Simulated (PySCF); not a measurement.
Atomic calculation, with input and output: Bi

Bi, configuration 1s2 2s2 2p6 3s2 3p6 3d10 4s2 4p6 4d10 4f14 5s2 5p6 5d10 6s1 6p4, multiplicity 2. Computed at this level: unrestricted MN15, x2c-TZVPPall, spin-free X2C-1e, Gaussian nucleus (PySCF).

**Summary**

```
      quantity                      value
       outcome                  converged
  total energy        −21549.1922 hartree
          ⟨S²⟩                      1.752
          ⟨L²⟩                       2.03
SCF iterations                          8
      hardware  1 CPU thread, shared host
      CPU time     15 s (integrals apart)
```

**Notes**

The driver held the occupations shell by shell, and empty s levels lie below the filled 6p. This is not the ground configuration of the species. ⟨S²⟩ is 1.75 where a pure state of this multiplicity has 0.75, so the determinant is spin-contaminated.

**The input**
```python
from pyscf import gto, scf, dft, mp, cc
import basis_set_exchange as bse
mol = gto.M(atom="Bi 0 0 0", charge=0, spin=1, symmetry="D2h",
            basis=gto.basis.parse(bse.get_basis("x2c-TZVPPall", elements=["Bi"], fmt="nwchem")),
            nucmod="G")
mf = dft.UKS(mol, xc="MN15").sfx2c1e()
mf.irrep_nelec = {'Ag': (11, 12), 'B1g': (3, 3), 'B2g': (3, 3), 'B3g': (3, 3), 'Au': (1, 1), 'B1u': (7, 6), 'B2u': (7, 7), 'B3u': (7, 6)}
mf.kernel()
```

The script is an equivalent of what the driver set up; the driver started from orbitals of its own, so the log can be shorter than this script's would be, and it computed the properties (radii, ⟨L²⟩, response) afterwards. It held the occupations shell by shell, which the script's counts by irreducible representation don't always enforce.

**The program's output (extracts)**
```
damping factor = 0
level_shift factor = 0
DIIS = <class 'pyscf.scf.diis.CDIIS'>
diis_start_cycle = 1
diis_space = 10
diis_damp = 0
SCF conv_tol = 1e-09
SCF conv_tol_grad = None
number electrons alpha = 42  beta = 41
XC functionals = MN15
    H. S. Yu, X. He, S. L. Li, and D. G. Truhlar.,  Chem. Sci. 7, 5032-5051 (2016)
    H. S. Yu, X. He, S. L. Li, and D. G. Truhlar.,  Chem. Sci. 7, 5032-5051 (2016)
cycle= 1 E= -21549.1884792318  delta_E= -0.156  |g|= 0.328  |ddm|= 0.524
cycle= 2 E= -21549.190206701  delta_E= -0.00173  |g|= 0.154  |ddm|= 0.206
cycle= 3 E= -21549.1919418745  delta_E= -0.00174  |g|= 0.0415  |ddm|= 0.115
cycle= 4 E= -21549.1921721344  delta_E= -0.00023  |g|= 0.00421  |ddm|= 0.036
cycle= 5 E= -21549.1921762157  delta_E= -4.08e-06  |g|= 0.0003  |ddm|= 0.00488
cycle= 6 E= -21549.1921763116  delta_E= -9.59e-08  |g|= 3.99e-05  |ddm|= 0.000875
cycle= 7 E= -21549.1921763128  delta_E= -1.24e-09  |g|= 5.45e-06  |ddm|= 0.000103
cycle= 8 E= -21549.1921763129  delta_E= -4.37e-11  |g|= 3.43e-07  |ddm|= 2.31e-05
converged SCF energy = -21549.1921763129  <S^2> = 1.7515341  2S+1 = 2.8295117
```

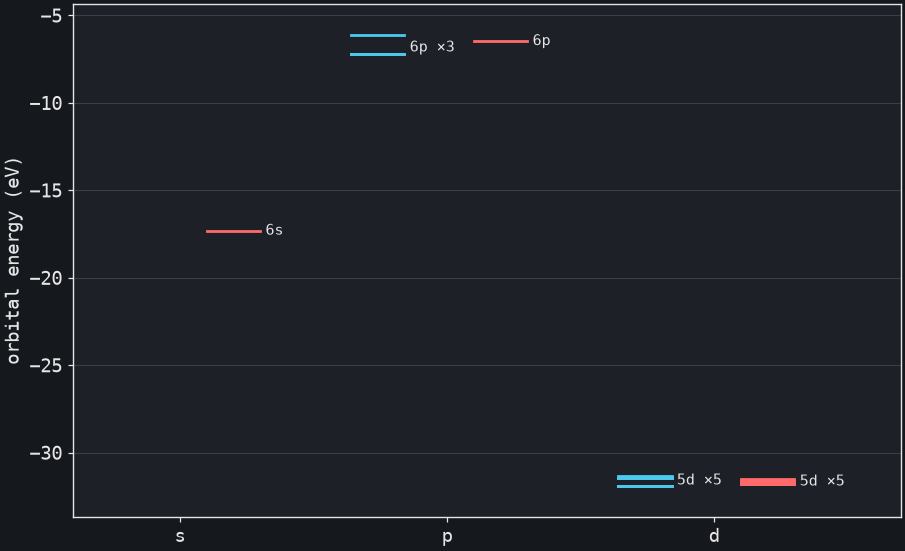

*Orbital energies of the mean field, from the top down to −31.9 eV, by angular momentum, α spin at the left of each column and β at the right; ×n counts the orbitals under one label. Empty levels that the record names by l alone aren't drawn.*

The highest filled orbital is 6p α at −6.13 eV, the lowest empty one s α at −14.2 eV.
